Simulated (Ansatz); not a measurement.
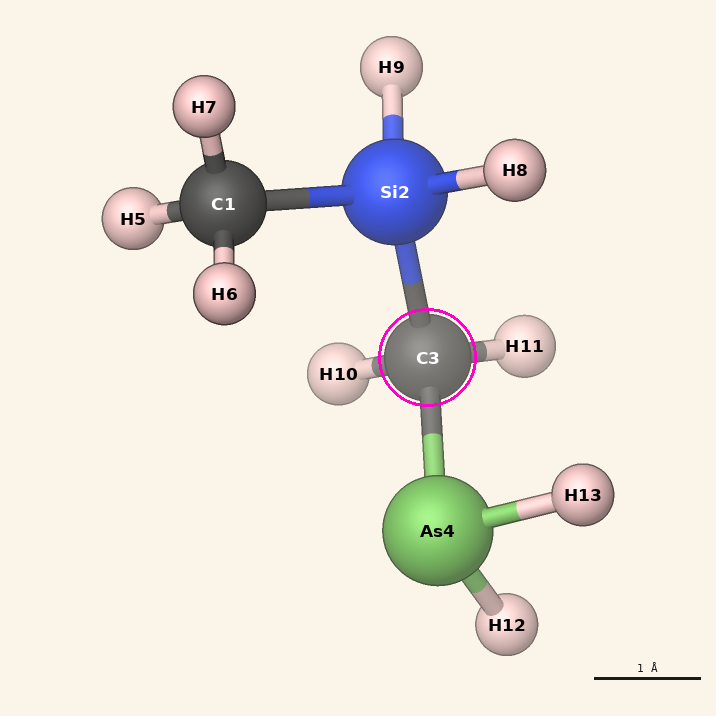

Orthographic view. Atoms fade into the background with distance from the viewer. The geometry was computed by an optimisation with PBE-D4/def2-SVP. No frequency run is at hand to confirm it as a minimum.

### Name the neighbours of the circled atom.

The circled atom is C3; it is bonded to Si2, As4, H10, H11.

### Of C1 and H5, which is nearer the viewer?

C1; the bond to H5 points away from the viewer, so it looks shorter than its 1.11 Å.

### What is the shortest path along bonds from the circled atom to H6?

C3–Si2–C1–H6, 3 bonds; through space the two are 3.35 Å apart.

### Which two atoms are farthest apart in space?

H7 and H12, 6.22 Å.
